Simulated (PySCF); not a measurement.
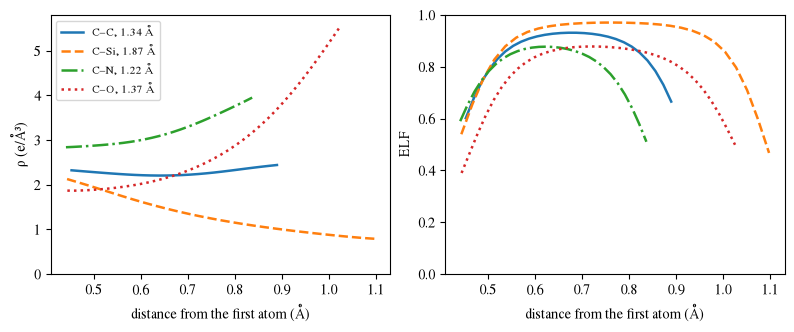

*C6H8NOSi (SMILES [H]/N=[C]/c1ccc([SiH2]C)o1) (doublet). Electron density and electron localisation function along straight lines between neighbouring atoms. The curves leave out the atomic cores.*

Geometry: GFN2-xTB.

Theory: UKS B3LYP, pcH-1 on C H N O Si, non-relativistic, mean-field spin-orbit, GIAO in PySCF.

```yaml
atoms:
  - { symbol: C, position_ang: [-2.7719, 0.4575, -0.9453] }
  - { symbol: Si, position_ang: [-1.9761, 0.5235, 0.7768] }
  - { symbol: C, position_ang: [-0.2176, -0.0976, 0.6603] }
  - { symbol: C, position_ang: [0.5128, -1.0063, 1.3990] }
  - { symbol: C, position_ang: [1.7970, -1.0671, 0.8709] }
  - { symbol: C, position_ang: [1.8055, -0.1652, -0.2200] }
  - { symbol: C, position_ang: [2.8438, 0.2085, -0.9858] }
  - { symbol: N, position_ang: [3.6794, 0.2019, -1.8714] }
  - { symbol: O, position_ang: [0.5753, 0.4246, -0.3235] }
  - { symbol: H, position_ang: [-2.1805, 1.0115, -1.6694] }
  - { symbol: H, position_ang: [-2.8569, -0.5644, -1.3054] }
  - { symbol: H, position_ang: [-3.7692, 0.8875, -0.9326] }
  - { symbol: H, position_ang: [-1.9904, 1.9106, 1.2662] }
  - { symbol: H, position_ang: [-2.6741, -0.3461, 1.7297] }
  - { symbol: H, position_ang: [0.1388, -1.5650, 2.2336] }
  - { symbol: H, position_ang: [2.6263, -1.6666, 1.1851] }
  - { symbol: H, position_ang: [4.4509, 0.8648, -1.8782] }
```

Q: What can be read from the curves?

A: C–C (1.34 Å): the density is about 2.2 e/Å³ at the midpoint; the ELF peaks at about 0.95 between the atoms (a multiple bond).
C–Si (1.87 Å): the density is about 0.96 e/Å³ at the midpoint; the ELF peaks at about 1 between the atoms (a covalent bond).
C–N (1.22 Å): ρ at the midpoint is about 3 e/Å³; the ELF peaks at about 0.90 between the atoms: a short, multiple covalent bond.
C–O (1.37 Å): ρ at the midpoint is about 2.3 e/Å³; the ELF peaks at about 0.90 between the atoms, as expected for a polar covalent bond.
